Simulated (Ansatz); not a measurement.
# GeH3Cl + SiH3 radical: a complex and its separated parts

Aim: how far the complex at one end of a reaction step lies below its separated, relaxed parts, level by level.

Program: Ansatz 0.2.0, Gaussian basis. Level of theory: PBE0-D4/def2-TZVP structures, single points in def2-TZVPP, no counterpoise correction. These are calculated values, not measurements.

Levels: SPW92, PBE-D4, BLYP-D4, r2SCAN-D4, B97M-V, PBE0-D4, B3LYP-D4, r2SCAN0-D4, BHLYP-D4, CAM-B3LYP-D4, wB97X-V, wB97M-V, B2PLYP, PBE-QIDH, RPA on PBE, Hartree-Fock, MP2, CCSD, CCSD(T).

Correlated methods freeze the cores. Filled d shells of the heavier atoms are correlated. Orbitals are unrestricted. B3LYP uses VWN-RPA correlation. B2PLYP carries no dispersion term here.

95 further runs of the same task are left out: 1 that didn't finish, 94 set aside as unsound or not needed.

## Step 1: Starting geometry

The complex: 9 atoms, charge 0, spin multiplicity 2.

Atoms are counted from 1 here; the program's logs count them from 0.

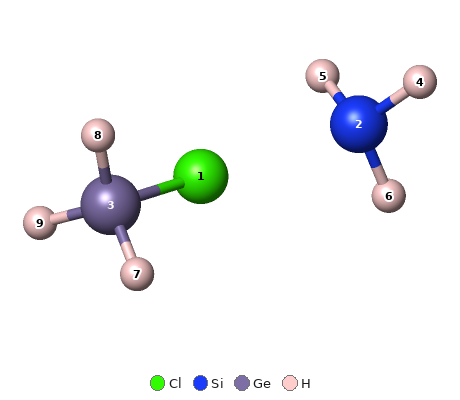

As it starts; chlorine green, silicon blue, germanium purple, hydrogen pink; atoms are numbered from 1 in the order of the file.

Coordinates:

```
atom    x (Å)    y (Å)    z (Å)
 Cl1  -0.2281   0.6681  -0.2916
 Si2   0.8462  -2.6843   1.3153
 Ge3  -0.7993   2.5243  -1.2299
  H4   1.1827  -2.4495   2.7440
  H5   2.0360  -3.1523   0.5571
  H6  -0.2813  -3.6439   1.1838
  H7  -2.2471   2.8108  -0.8192
  H8   0.1595   3.6032  -0.7165
  H9  -0.6687   2.3236  -2.7431
```

Its parts: GeH3Cl holds atoms 1, 3, 7, 8, 9; SiH3 radical holds atoms 2, 4, 5, 6. Each part counts its atoms afresh in its own runs.

## Step 2: Relaxing GeH3Cl alone

File relax-a/in.yaml:

```yaml
crystal:
  periodic: [false, false, false]
  atoms:
    - {symbol: Cl, position_ang: [-0.228080, 0.668136, -0.291562]}
    - {symbol: Ge, position_ang: [-0.799296, 2.524307, -1.229947]}
    - {symbol: H, position_ang: [-2.247083, 2.810843, -0.819176]}
    - {symbol: H, position_ang: [0.159515, 3.603200, -0.716543]}
    - {symbol: H, position_ang: [-0.668712, 2.323618, -2.743077]}
basis:
  gaussian: {orbitals: def2-TZVP}
hamiltonian: {xc: pbe0, dispersion: d4}
relax: {f_tol: 0.005, max_steps: 200}
```

On the command line:

```bash
ansatz run in.yaml --threads 8 --pin off --events-out ev --progress --plain --max-ram 19148MiB
```

The runs that follow: Relaxing SiH3 radical alone; SPW92/def2-TZVPP; PBE-D4/def2-TZVPP; BLYP-D4/def2-TZVPP; r2SCAN-D4/def2-TZVPP; B97M-V/def2-TZVPP; PBE0-D4/def2-TZVPP; B3LYP-D4/def2-TZVPP; r2SCAN0-D4/def2-TZVPP; BHLYP-D4/def2-TZVPP; CAM-B3LYP-D4/def2-TZVPP; wB97X-V/def2-TZVPP; wB97M-V/def2-TZVPP; B2PLYP/def2-TZVPP; PBE-QIDH/def2-TZVPP; RPA on PBE/def2-TZVPP; CCSD(T)/def2-TZVPP; Vibrations of GeH3Cl; Vibrations of SiH3 radical.

Q: Predict the outcome of this session. Wanted: complex less parts, CCSD(T)/def2-TZVPP; with zero-point energy; largest T1 diagnostic.

**Answer**, as computed:

```
                              quantity         value
complex less parts, CCSD(T)/def2-TZVPP  -0.84 kJ/mol
                with zero-point energy  -0.54 kJ/mol
                 largest T1 diagnostic         0.016
```

**Reading.** At CCSD(T) the complex lies 0.84 kJ/mol below its parts. Among the functionals PBE-QIDH lands nearest to CCSD(T) (+0.48 kJ/mol) and SPW92 farthest (-5.65 kJ/mol). By rung, the mean size of the error is: LDA 5.65, GGA 3.53, meta-GGA 2.41, hybrid 2.40, range-separated hybrid 1.19, double hybrid 0.69 kJ/mol. PBE-D4 gives a relative energy 3.58 kJ/mol too low, an error of 426 % of the reference. The complex's frequency run has imaginary modes: the structure is no minimum, so both the energy and the zero-point correction are in doubt. No counterpoise was applied, and triple zeta lacks some correlation, so the CCSD(T) reference has a basis error of its own, and close matches with it are partly luck.
